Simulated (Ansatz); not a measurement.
```yaml
atoms:
  - { symbol: C, position_ang: [-1.3004, -1.0427, 3.7320] }
  - { symbol: C, position_ang: [-0.4192, -0.1001, 4.1106] }
  - { symbol: Br, position_ang: [0.1217, -0.2224, 0.2361] }
  - { symbol: O, position_ang: [0.1370, 0.8686, 3.3226] }
  - { symbol: Si, position_ang: [-0.3418, 1.3364, 1.7760] }
  - { symbol: H, position_ang: [-1.6715, -1.7594, 4.4772] }
  - { symbol: H, position_ang: [-1.6559, -1.1459, 2.6951] }
  - { symbol: H, position_ang: [-0.0455, -0.0289, 5.1464] }
  - { symbol: H, position_ang: [-1.8203, 1.5787, 1.7492] }
  - { symbol: H, position_ang: [0.4750, 2.5478, 1.4779] }
```

Geometry: PBE-D3(BJ)/def2-SVP.

Theory: Ansatz, isolated molecule in a Gaussian basis; Kohn-Sham density functional theory, functional PBE0.

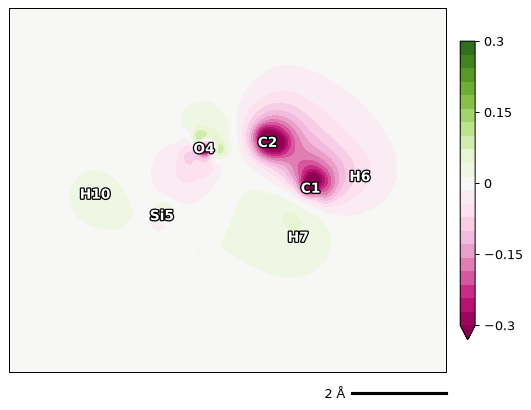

C₂H₅BrOSi. The HOMO on the plane of atoms O4, Si5 and H10 (values in Å⁻³ᐟ²; the overall sign is arbitrary).

Where does this orbital lie, and at what energy?

Answer. Its weight (Hirshfeld) is mainly on C1 (about 40 %), C2 (about 25 %) and O4 (about 20 %); π-bonding across C1–C2. Its energy is −7.23 eV.
